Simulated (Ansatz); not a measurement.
# How strongly the parts of phosphorene, 3 layers, N on P sites (72 atoms) bind, part 2 of 3

Aim: the interaction energy between the two parts of phosphorene, 3 layers, N on P sites (72 atoms) and its distance dependence.

Ansatz 0.2.0; Kohn-Sham DFT, LDA, PAW (set soft_2), plane waves.

So far. Step 2 (Single point at the start): The r.m.s. force at the start is 1.6 eV/Å. Step 3 (Relaxation): The relaxation was stopped at its limit after 120 steps, 92.4 eV below its start, with a largest force component of 0.063 eV/Å.

## 4. Single point at the relaxed geometry

The electronic structure is read at the final geometry, in a run of its own.

input.yaml

```yaml
crystal:
  lattice:
    - [10.3397, 0.0, 0.0]
    - [0.0, 9.1021, 0.0]
    - [0.0, 0.0, 29.176]
  atoms:
    - { symbol: P, position: [0.06134, 0.25033, 0.41025] }
    - { symbol: P, position: [0.10957, 0.83813, 0.36899] }
    - { symbol: "N", position: [0.34459, 0.22112, 0.37202] }
    - { symbol: P, position: [0.34215, 0.37987, 0.34691] }
    - { symbol: P, position: [0.0529, 0.63251, 0.40704] }
    - { symbol: P, position: [0.07655, 0.43924, 0.35932] }
    [... 60 atom lines left out ...]
    - { symbol: "N", position: [0.6145, 0.23883, 0.62143] }
    - { symbol: P, position: [0.62852, 0.41224, 0.61769] }
    - { symbol: P, position: [0.49009, 0.6156, 0.67815] }
    - { symbol: "N", position: [0.48102, 0.47577, 0.6367] }
    - { symbol: P, position: [0.66117, 0.74948, 0.66681] }
    - { symbol: "N", position: [0.66478, 0.8365, 0.61231] }
kpoints:
  mp_grid: { grid: [1, 2, 1] }
hamiltonian:
  xc: lda
scf:
  occupations: { method: fermi_dirac, width: 0.05 }
output:
  forces: true
  populations: intrinsic
  dos:
    method: { smearing: { sigma: 0.08 } }
    de: 0.1
    projected:
      site_lists:
        "N": ["N"]
        P: [P]
        layer_1: [0, 1, 2, 3, 4, 5, 6, 7, 8, 9, 10, 11, 12, 13, 14, 15, 16, 17, 18, 19, 20, 21, 22, 23]
        layer_2: [24, 25, 26, 27, 28, 29, 30, 31, 32, 33, 34, 35, 36, 37, 38, 39, 40, 41, 42, 43, 44, 45, 46, 47]
        layer_3: [48, 49, 50, 51, 52, 53, 54, 55, 56, 57, 58, 59, 60, 61, 62, 63, 64, 65, 66, 67, 68, 69, 70, 71]
  eigenvalues: true
  write_density: true
  write_potential: true
  volumetric_format: npy
  elf: true
```

Run with:

```console
$ ansatz run input.yaml --threads 4 --pin off --max-ram 15872MiB --backend cpu --events-out ev --progress --plain --runs-dir out
```

Numbers of over 12 decimals in the logs are rounded to 6 here.

The program printed:

```text
[...]
Crystal: 72 atoms, lattice volume = 2745.840 Å³
Basis set: ecut = 420 eV, 53541 PW (Γ)
Bands: 252, of which v1, the nominal top of the filled ones, is band 180 counted from 1 (179 counted from 0)
Symmetry: 1 space group operations
[...]
k-points: 2
[...]
SCF iter   1: F=—  HF=-43807.429002 eV  |F-HF|=—  |Δ(HF+E_count)|=         —  Δρ=5.94e-3  dr2=1.35e0  ethr=1.77e-3  ⟨swp⟩=8.5  Hψ=3053  notcnv=0  defer=95
[...]
SCF iter  10: F=-43807.152253 eV  HF=-43807.152253 eV  |F-HF|=5.69e-8  |Δ(HF+E_count)|=   2.91e-7  Δρ=7.47e-7  dr2=1.55e-8  ethr=2.78e-11  ⟨swp⟩=27.0  Hψ=5713  notcnv=0
SCF 1 converged in 10 iterations: F = -43807.152253 eV  dr2 = 1.55e-8
[...]
WARN: The output density's exchange-correlation potential varies sharply where the density is thin. Do not read a vacuum level from v_tot or v_xc, or from such a field of the output density. On a cell that repeats whose density bears no net charge and no dipole along the vacuum's axis use v_es (v_loc + v_h of the components); [...]
SCF converged after 10 iterations
Free energy (F): -43807.152253 eV
[...]
Internal energy: -43807.082296 eV  (E = F + TS)
E sigma→0 (E₀):  -43807.117275 eV
Entropy (-TS):   -0.069957 eV (-0.972 meV/atom)
Fermi energy:    -0.120352 eV
[...]
--- Forces (eV/Å), atoms counted from 1 ---
  atom   1  P     -0.01151976     0.00044189    -0.01754319
  atom   2  P      0.00614897     0.00002943     0.01043112
  atom   3  N     -0.00070554    -0.00964036     0.00458644
  atom   4  P      0.00606197     0.01823365    -0.01288780
  atom   5  P      0.00165988     0.00633452     0.01277463
  atom   6  P     -0.00200589    -0.00902323     0.00037565
  atom   7  P     -0.00211686    -0.00034034    -0.00127508
  atom   8  P      0.01224010    -0.00616596    -0.01112521
  atom   9  P      0.00090218    -0.00061664     0.00304623
  atom  10  P     -0.00709882     0.00622451    -0.00240202
  atom  11  P     -0.00326119     0.00405211     0.00555832
  atom  12  P      0.00606011    -0.01421202     0.00118881
  atom  13  P     -0.00237280     0.00195948     0.01939617
  atom  14  N     -0.02380166    -0.01253158    -0.00615069
[...]
atom  71  P      0.00010446    -0.00033748     0.00335491
  atom  72  N     -0.01243020     0.00523514    -0.01107575
  max |Σ_I F_I| component: 1.46e-3 eV/Å
--- Band table (eV) ---
[...]
--- intrinsic populations: 72 sites ---
  site symbol       q [e]
     0      P      4.7357
     1      P      4.9890
     2      N      5.9617
[...]
71      N      5.7935
  spilling = 0.000000 (of n_electrons = 360.000000)
```

It took 2 min on 4 threads of Arm Neoverse N1, shared host; peak memory 6.6 GiB.

The program notes that the exchange-correlation potential is rough where the density is thin.

Read from the output:

```yaml
free_energy: -43807.1523 eV
free_energy_per_atom: -608.4327 eV/atom
scf_cycles: 10
r_m_s_force_component: 0.01337 eV/Å
longest_force: 0.07461 eV/Å
fermi_energy: -0.1204 eV
levels_partly_filled_by_over_2_per_cent: 4
potential_in_mid_vacuum_over_the_fermi_level: 5.04 eV
potential_4p5_a_over_the_upper_face: 5.105 eV
potential_4p5_a_under_the_lower_face: 4.975 eV
```

Intrinsic-atomic-orbital charges by element:

| element | coordination | atoms | mean charge (e) | spread | least | most |
| --- | --- | --- | --- | --- | --- | --- |
| N | all | 24 | -0.888 | 0.129 | -1.06 | -0.462 |
| P | all | 48 | 0.444 | 0.383 | -0.274 | 1.19 |

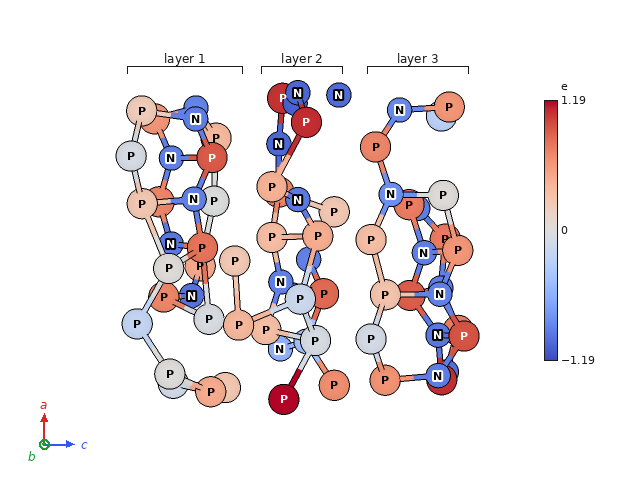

Atoms coloured by intrinsic-atomic-orbital charge. Bonds to atoms that aren't drawn are left out.

By region:

| region | atoms | mean length of the force (eV/Å) | net charge (e) |
| --- | --- | --- | --- |
| layer 1 | 24 | 0.016 | 0.01 |
| layer 2 | 24 | 0.028 | -0.04 |
| layer 3 | 24 | 0.012 | 0.03 |

States in the cell by windows of 1 eV, zero at the Fermi level; the larger projections on atomic orbitals stand beside the total:

| from (eV) | to (eV) | total | P p | layer 1 | layer 3 | layer 2 | N p | P s |
| --- | --- | --- | --- | --- | --- | --- | --- | --- |
| -14 | -13 | 13.6 | 2.6 | 5.2 | 2.8 | 5.4 | 3.3 | 7.1 |
| -13 | -12 | 17.6 | 3.5 | 6.0 | 6.6 | 4.9 | 4.9 | 8.3 |
| -12 | -11 | 16.6 | 3.5 | 5.9 | 5.8 | 4.8 | 5.1 | 6.9 |
| -11 | -10 | 12.2 | 3.4 | 4.1 | 4.4 | 3.7 | 3.5 | 4.7 |
| -10 | -9 | 11.7 | 4.0 | 4.6 | 2.1 | 4.9 | 3.8 | 3.1 |
| -9 | -8 | 20.5 | 7.9 | 6.1 | 7.9 | 6.2 | 8.1 | 3.3 |
| -8 | -7 | 23.3 | 11.5 | 7.5 | 8.1 | 7.4 | 8.2 | 2.8 |
| -7 | -6 | 27.2 | 14.2 | 9.3 | 8.1 | 9.3 | 9.6 | 2.6 |
| -6 | -5 | 24.6 | 12.3 | 8.4 | 7.8 | 8.0 | 8.8 | 2.8 |
| -5 | -4 | 27.2 | 12.2 | 8.1 | 10.0 | 8.5 | 10.3 | 3.5 |
| -4 | -3 | 34.1 | 16.0 | 11.6 | 10.4 | 11.2 | 12.5 | 4.0 |
| -3 | -2 | 33.5 | 16.0 | 11.0 | 10.4 | 11.1 | 12.0 | 3.8 |
| -2 | -1 | 26.6 | 15.4 | 9.8 | 8.5 | 7.3 | 6.7 | 3.1 |
| -1 | 0 | 16.7 | 9.8 | 4.6 | 6.0 | 5.4 | 3.9 | 2.0 |
| 0 | 1 | 11.3 | 7.0 | 4.5 | 2.3 | 3.6 | 1.5 | 1.5 |
| 1 | 2 | 25.2 | 15.8 | 8.4 | 7.5 | 6.1 | 2.3 | 2.4 |
| 2 | 3 | 34.0 | 20.7 | 9.9 | 9.7 | 8.9 | 2.9 | 3.1 |
| 3 | 4 | 37.3 | 21.0 | 10.3 | 9.3 | 9.5 | 3.6 | 2.8 |

The curve was stored every 0.10 eV, coarse against its broadening of 0.08 eV, so these counts are rough.

Between -21 and -14 eV lie 55 more states.

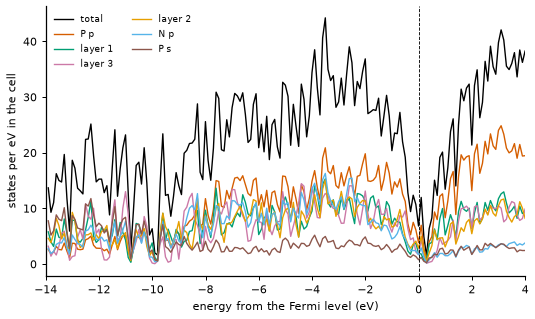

Total and projected density of states, with the broadening of the input.

The levels nearest the highest filled one (over half full), pooled over k-points and spins:

| level less the highest filled one (eV) | occupation |
| --- | --- |
| -0.422 | 2 |
| -0.366 | 2 |
| -0.271 | 2.00 |
| -0.153 | 1.98 |
| -0.0909 | 1.93 |
| 0 | 1.63 |
| 0.160 | 0.305 |
| 0.199 | 0.154 |
| 0.483 | 0.001 |
| 0.630 | 0 |
| 0.675 | 0 |
| 0.739 | 0 |

Planar average of the electrostatic potential energy along the normal, with the Fermi level as zero, after a running mean with a triangular window 4 Å wide at its base:

| height (Å) | potential energy (eV) |
| --- | --- |
| 0.0 | 5.04 |
| 1.2 | 5.03 |
| 2.3 | 5.01 |
| 3.5 | 5.00 |
| 4.7 | 4.98 |
| 5.8 | 4.96 |
| 7.0 | 4.83 |
| 8.2 | 3.00 |
| 9.3 | -2.62 |
| 10.5 | -7.64 |
| 11.7 | -7.08 |
| 12.8 | -5.50 |
| 14.0 | -6.87 |
| 15.0 | -5.86 |
| 16.2 | -2.24 |
| 17.4 | -3.47 |
| 18.5 | -6.23 |
| 19.7 | -3.56 |
| 20.9 | 2.11 |
| 22.0 | 4.82 |
| 23.2 | 5.11 |
| 24.4 | 5.10 |
| 25.5 | 5.09 |
| 26.7 | 5.07 |
| 27.9 | 5.06 |
| 29.0 | 5.04 |

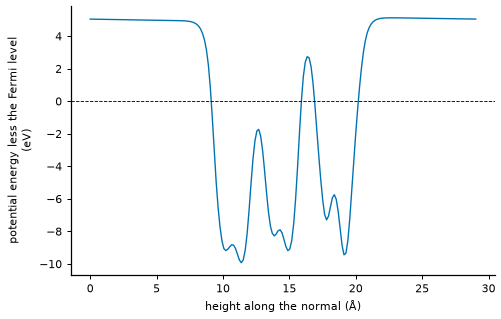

Planar average of the electrostatic potential energy; the dashed line is the Fermi level.

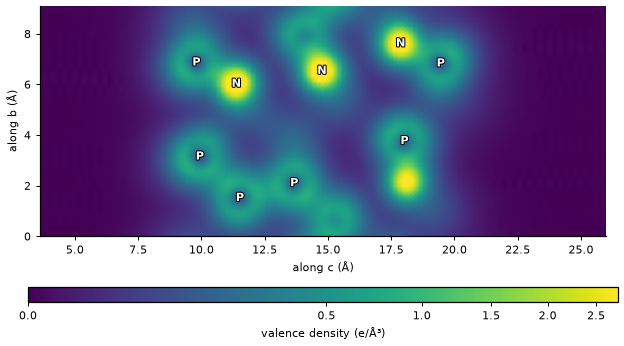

Valence density in the cb plane at fractional x = 0.647, with atoms of P and N within 0.2 Å of it. It is the smooth field of the valence electrons, not physical close to the nuclei. The colour scale is stretched toward low values. The far vacuum is left out of the map.

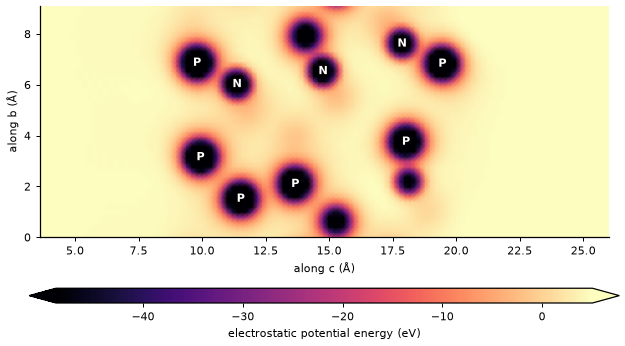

Electrostatic potential energy in the cb plane at fractional x = 0.647, with atoms of P and N within 0.2 Å of it. With pseudopotentials it is smooth inside the atoms' cores, unlike the true potential. The far vacuum is left out of the map.

Levels near the Fermi energy are neither full nor empty under the smearing, so no gap is quoted. Mean intrinsic-atomic-orbital charges: N -0.89, P +0.44 e. Within 0.4 eV of the Fermi level the largest share is P p (62 % of the projected weight). The potential stands 5.11 eV above the Fermi level over the upper face and 4.98 eV under the lower one, a reading of the work function, with no dipole correction.

## 5. The lower part alone

The lower part (layer 1 and layer 2) is solved alone, atoms held, in the same cell.

input.yaml

```yaml
crystal:
  lattice:
    - [10.3397, 0.0, 0.0]
    - [0.0, 9.1021, 0.0]
    - [0.0, 0.0, 29.176]
  atoms:
    - { symbol: P, position: [0.06134, 0.25033, 0.41025] }
    - { symbol: P, position: [0.10957, 0.83813, 0.36899] }
    - { symbol: "N", position: [0.34459, 0.22112, 0.37202] }
    - { symbol: P, position: [0.34215, 0.37987, 0.34691] }
    - { symbol: P, position: [0.0529, 0.63251, 0.40704] }
    - { symbol: P, position: [0.07655, 0.43924, 0.35932] }
    [... 36 atom lines left out ...]
    - { symbol: P, position: [0.06796, 0.17496, 0.52752] }
    - { symbol: P, position: [0.95502, 0.31591, 0.47542] }
    - { symbol: "N", position: [0.94176, 0.47925, 0.49467] }
    - { symbol: "N", position: [0.8131, 0.25497, 0.46928] }
    - { symbol: P, position: [0.02949, 0.61878, 0.48698] }
    - { symbol: "N", position: [0.97761, 0.76546, 0.50733] }
kpoints:
  mp_grid: { grid: [1, 2, 1] }
hamiltonian:
  xc: lda
scf:
  occupations: { method: fermi_dirac, width: 0.05 }
output:
  forces: true
  eigenvalues: true
  write_density: true
  write_potential: true
  volumetric_format: npy
```

The program printed:

```text
[...]
Crystal: 48 atoms, lattice volume = 2745.840 Å³
Basis set: ecut = 420 eV, 53541 PW (Γ)
Bands: 168, of which v1, the nominal top of the filled ones, is band 120 counted from 1 (119 counted from 0)
Symmetry: 1 space group operations
[...]
k-points: 2
[...]
SCF iter   1: F=—  HF=-29555.687380 eV  |F-HF|=—  |Δ(HF+E_count)|=         —  Δρ=4.89e-3  dr2=1.15e0  ethr=1.77e-3  ⟨swp⟩=8.0  Hψ=2026  notcnv=0  defer=57
[...]
SCF iter  10: F=-29555.464979 eV  HF=-29555.464979 eV  |F-HF|=4.07e-7  |Δ(HF+E_count)|=   2.31e-6  Δρ=1.80e-6  dr2=9.74e-8  ethr=4.17e-11  ⟨swp⟩=32.0  Hψ=4092  notcnv=0
SCF 1 converged in 10 iterations: F = -29555.464979 eV  dr2 = 9.74e-8
[...]
SCF converged after 10 iterations
Free energy (F): -29555.464979 eV
[...]
Internal energy: -29555.452875 eV  (E = F + TS)
E sigma→0 (E₀):  -29555.458927 eV
Entropy (-TS):   -0.012104 eV (-0.252 meV/atom)
Fermi energy:    -1.527735 eV
[...]
--- Forces (eV/Å), atoms counted from 1 ---
  atom   1  P      0.06173602     0.03242806     0.02156517
  atom   2  P     -0.06580882     0.01361398    -0.02416855
  atom   3  N     -0.00119158     0.07741040    -0.00187902
  atom   4  P     -0.06352288    -0.06517861     0.00603756
  atom   5  P      0.01382845    -0.02472583     0.04626698
  atom   6  P      0.08748340     0.01480014     0.00771831
  atom   7  P     -0.05631210    -0.04978443     0.01602508
  atom   8  P      0.01282375    -0.03609281    -0.01128749
  atom   9  P     -0.03871519     0.02658102    -0.18931836
  atom  10  P      0.09756903    -0.11054717     0.01144366
  atom  11  P     -0.04129740    -0.33353954     0.26824164
  atom  12  P     -0.05467022     0.23430125     0.39814341
  atom  13  P     -0.10011368     0.15354844    -0.09861749
  atom  14  N      0.10338659    -0.13878618    -0.14725806
[...]
atom  47  P      0.06692425     0.23192237     0.17167406
  atom  48  N      0.17483853    -0.24780275    -0.25489053
  max |Σ_I F_I| component: 3.60e-4 eV/Å
--- Band table (eV) ---
[...]
```

Elapsed: 60 s, on 4 threads; peak memory 4.7 GiB.

## 6. The upper part alone

The upper part (layer 3) is solved alone in the same way.

input.yaml, the sections that differ from step 5:

```yaml
crystal:
  lattice:
    - [10.3397, 0.0, 0.0]
    - [0.0, 9.1021, 0.0]
    - [0.0, 0.0, 29.176]
  atoms:
    - { symbol: "N", position: [0.92518, 0.80561, 0.6206] }
    - { symbol: P, position: [0.81237, 0.91733, 0.59791] }
    - { symbol: "N", position: [0.10985, 0.2007, 0.6516] }
    - { symbol: P, position: [0.08776, 0.37021, 0.65227] }
    - { symbol: P, position: [0.93323, 0.69758, 0.67156] }
    - { symbol: P, position: [0.90282, 0.45702, 0.65489] }
    [... 12 atom lines left out ...]
    - { symbol: "N", position: [0.6145, 0.23883, 0.62143] }
    - { symbol: P, position: [0.62852, 0.41224, 0.61769] }
    - { symbol: P, position: [0.49009, 0.6156, 0.67815] }
    - { symbol: "N", position: [0.48102, 0.47577, 0.6367] }
    - { symbol: P, position: [0.66117, 0.74948, 0.66681] }
    - { symbol: "N", position: [0.66478, 0.8365, 0.61231] }
# kpoints, hamiltonian, scf, output: as in step 5
```

The program printed:

```text
[...]
Crystal: 24 atoms, lattice volume = 2745.840 Å³
Basis set: ecut = 420 eV, 53541 PW (Γ)
Bands: 84, of which v1, the nominal top of the filled ones, is band 60 counted from 1 (59 counted from 0)
Symmetry: 1 space group operations
[...]
k-points: 2
[...]
SCF iter   1: F=—  HF=-14249.665233 eV  |F-HF|=—  |Δ(HF+E_count)|=         —  Δρ=3.60e-3  dr2=6.02e-1  ethr=1.77e-3  ⟨swp⟩=10.0  Hψ=1104  notcnv=0  defer=21
[...]
SCF iter  10: F=—  HF=-14249.557351 eV  |F-HF|=—  |Δ(HF+E_count)|=   2.69e-7  Δρ=2.68e-6  dr2=2.53e-7  ethr=8.77e-10  ⟨swp⟩=3.0  Hψ=292  notcnv=0  defer=31
SCF iter  11: F=-14249.557351 eV  HF=-14249.557351 eV  |F-HF|=3.62e-9  |Δ(HF+E_count)|=   5.25e-8  Δρ=1.09e-6  dr2=3.74e-8  ethr=8.33e-11  ⟨swp⟩=32.0  Hψ=1967  notcnv=0
SCF 1 converged in 11 iterations: F = -14249.557351 eV  dr2 = 3.74e-8
[...]
SCF converged after 11 iterations
Free energy (F): -14249.557351 eV
[...]
Internal energy: -14249.556547 eV  (E = F + TS)
E sigma→0 (E₀):  -14249.556949 eV
Entropy (-TS):   -0.000804 eV (-0.034 meV/atom)
Fermi energy:    -3.407914 eV
[...]
Σ components = -14249.557351   (vs F -14249.557351, Δ=0.00e0)
--- Forces (eV/Å), atoms counted from 1 ---
  atom   1  N     -0.93755566     0.99553913    -0.21724527
  atom   2  P     -0.34076611    -1.26229056     0.04087447
  atom   3  N     -0.08132416     0.09499917    -0.04466744
  atom   4  P      0.01527860    -0.00875959     0.10908844
[...]
atom  24  N      0.93767421     0.45366971     0.75858843
  max |Σ_I F_I| component: 2.19e-3 eV/Å
--- Band table (eV) ---
[...]
```

Run time: 24 s. Hardware: 4 threads; peak memory 2.8 GiB; 94 s of CPU time.

The whole (-43807.152 eV) less the lower (-29555.465 eV) and the upper part (-14249.557 eV) leaves -2.130 eV.

## 7. Upper part moved by +0.3 Å

Moving the upper part rigidly maps the well in which it sits.

input.yaml

```yaml
crystal:
  lattice:
    - [10.3397, 0.0, 0.0]
    - [0.0, 9.1021, 0.0]
    - [0.0, 0.0, 29.176]
  atoms:
    - { symbol: P, position: [0.06134, 0.25033, 0.41025] }
    - { symbol: P, position: [0.10957, 0.83813, 0.36899] }
    - { symbol: "N", position: [0.34459, 0.22112, 0.37202] }
    - { symbol: P, position: [0.34215, 0.37987, 0.34691] }
    - { symbol: P, position: [0.0529, 0.63251, 0.40704] }
    - { symbol: P, position: [0.07655, 0.43924, 0.35932] }
    [... 60 atom lines left out ...]
    - { symbol: "N", position: [0.6145, 0.23883, 0.63171] }
    - { symbol: P, position: [0.62852, 0.41224, 0.62797] }
    - { symbol: P, position: [0.49009, 0.6156, 0.68843] }
    - { symbol: "N", position: [0.48102, 0.47577, 0.64698] }
    - { symbol: P, position: [0.66117, 0.74948, 0.67709] }
    - { symbol: "N", position: [0.66478, 0.8365, 0.62259] }
kpoints:
  mp_grid: { grid: [1, 2, 1] }
hamiltonian:
  xc: lda
scf:
  occupations: { method: fermi_dirac, width: 0.05 }
output:
  forces: true
  eigenvalues: true
```

The program printed:

```text
[...]
Crystal: 72 atoms, lattice volume = 2745.840 Å³
Basis set: ecut = 420 eV, 53541 PW (Γ)
Bands: 252, of which v1, the nominal top of the filled ones, is band 180 counted from 1 (179 counted from 0)
Symmetry: 1 space group operations
[...]
k-points: 2
[...]
SCF iter   1: F=—  HF=-43807.196302 eV  |F-HF|=—  |Δ(HF+E_count)|=         —  Δρ=5.95e-3  dr2=1.39e0  ethr=1.77e-3  ⟨swp⟩=8.5  Hψ=3050  notcnv=0  defer=100
[...]
SCF iter  10: F=-43806.915276 eV  HF=-43806.915276 eV  |F-HF|=7.76e-9  |Δ(HF+E_count)|=   2.15e-7  Δρ=9.51e-7  dr2=3.21e-8  ethr=2.78e-11  ⟨swp⟩=17.0  Hψ=2170  notcnv=0
SCF 1 converged in 10 iterations: F = -43806.915276 eV  dr2 = 3.21e-8
[...]
SCF converged after 10 iterations
Free energy (F): -43806.915276 eV
[...]
Internal energy: -43806.862989 eV  (E = F + TS)
E sigma→0 (E₀):  -43806.889133 eV
Entropy (-TS):   -0.052286 eV (-0.726 meV/atom)
Fermi energy:    -0.106995 eV
[...]
--- Forces (eV/Å), atoms counted from 1 ---
  atom   1  P      0.02118465     0.01073379     0.00302396
  atom   2  P     -0.02743780     0.00026783    -0.00803154
  atom   3  N      0.00534970     0.00667481     0.00241350
  atom   4  P     -0.00448447     0.00078467    -0.00636497
  atom   5  P     -0.00365766    -0.00772379     0.02482453
  atom   6  P      0.03120328    -0.00386258     0.00590769
  atom   7  P     -0.01034530    -0.02138906    -0.00293590
  atom   8  P      0.01354748    -0.01221156    -0.01397367
  atom   9  P     -0.01944446     0.01515864    -0.04060820
  atom  10  P      0.03425990    -0.03663700    -0.00356705
  atom  11  P     -0.01598090    -0.05100369     0.05669040
  atom  12  P     -0.01277272     0.02500551     0.08120023
  atom  13  P     -0.03405209     0.03505656    -0.01209301
  atom  14  N     -0.00338032    -0.03428143    -0.02531854
[...]
atom  71  P      0.02528236    -0.02293910    -0.01231089
  atom  72  N      0.30621413     0.16191722     0.22167042
  max |Σ_I F_I| component: 1.23e-3 eV/Å
--- Band table (eV) ---
[...]
```

Run time: 60 s. Hardware: 4 threads; peak memory 6.6 GiB.

Upper part moved by +0.3 Å: the energy stands 0.237 eV above that of the reference.

[end of part 2 of 3]

[Logs are printed without paths, hosts, clocks, repeated set-up lines and the standing remarks that a program may print on its own settings, such as how far it seeks lower states.]

[Hosts, paths, dates, database ids (printed as entryN), source tags and the programs' standing remarks are cut or masked in the printed files.]
